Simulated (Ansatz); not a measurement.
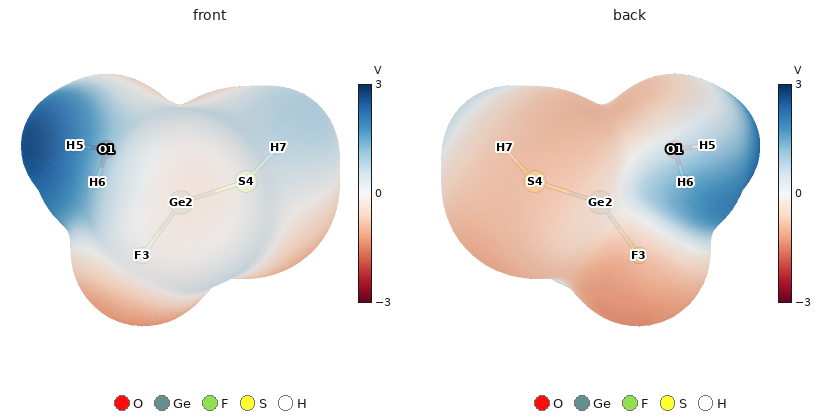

FGeH$_{3}$OS. The molecular electrostatic potential painted on the density surface at 0.001 e/bohr³, seen from the front and from behind; the colour scale runs from red (negative) to blue (positive).

Level of theory: Ansatz 0.2.0, RKS PBE0/def2-SVP.

Input

```
crystal:
  periodic: [false, false, false]
  atoms:
    - { symbol: O, position_ang: [-1.4764, 0.0905, 0.5464] }
    - { symbol: Ge, position_ang: [0.212, -0.2786, 0.4991] }
    - { symbol: F, position_ang: [0.4671, -1.6997, 1.4713] }
    - { symbol: S, position_ang: [0.9128, -0.675, -1.5957] }
    - { symbol: H, position_ang: [-1.5933, 0.9561, -0.022] }
    - { symbol: H, position_ang: [-1.82236, -0.40144, 1.33278] }
    - { symbol: H, position_ang: [0.5005, 0.6105, -2.0035] }
basis:
  gaussian: { orbitals: def2-SVP }
hamiltonian:
  xc: pbe0
relax:
  f_tol: 0.02
  max_steps: 50
output:
  orbitals: {}
```

Command:

```sh
ansatz run input.yaml --threads 2 --pin off --max-ram 3072MiB --backend cpu --events-out ev --progress --plain --runs-dir out
```

The fields are those of the relaxed geometry.

**Which sites attract a positive test charge, and which a negative one?**

A positive charge is drawn to the negative regions and a negative charge to the positive ones. The most negative region (about −1.4 V) lies over F3, the most positive (about +2.7 V) over H5.
